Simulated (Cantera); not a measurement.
Feed: 1 mol S, a varied amount of SO2, 1.4 mol H2, at 2348.15 K and 2700000 Pa.

These are equilibrium values from Cantera (NASA tables, ideal gas, pure condensed phases), not measurements of a reactor. Candidate condensed phases: H2O, H2SO4, S; 19 gas species. The numbers say what is thermodynamically allowed, not how fast it happens.

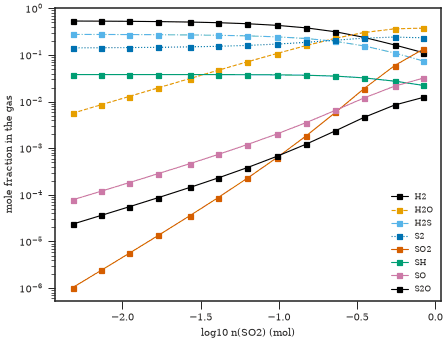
Figure: Equilibrium gas composition (values under 1e-9 drawn at 1e-9)

From 0.0048 mol SO2 to 0.84 mol SO2 nothing is condensed.
